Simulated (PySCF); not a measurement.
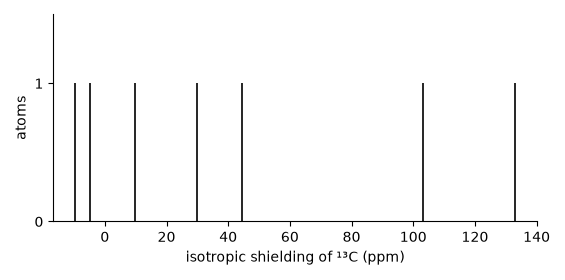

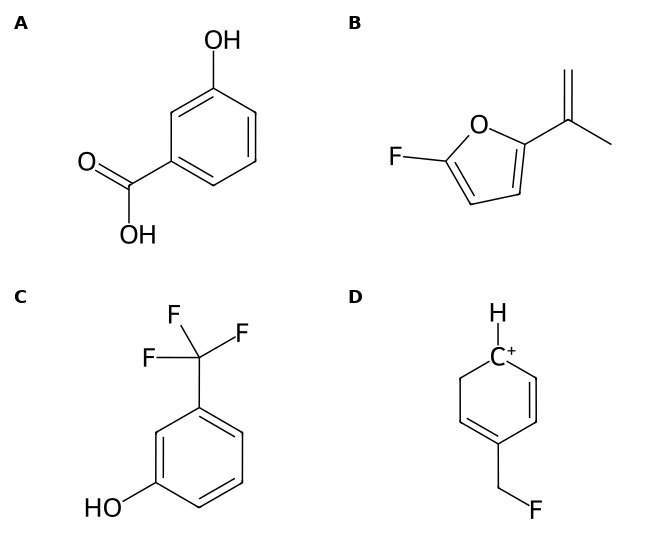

The sticks are computed shieldings of one of the molecules, for one fixed geometry (GFN2-xTB) without averaging over rotations. Low shielding means a high chemical shift. Method: GIAO PBE0/pcSseg-1 NMR shielding, non-relativistic, gas phase (PySCF 2.14.0).

Which molecule gives this pattern?

Answer. D, `FCC1=CC[CH+]C=C1`. Its 7 C atoms give lines at −9.6, −4.7, 9.8, 30.0, 44.6, 103.2, 133.0 ppm.
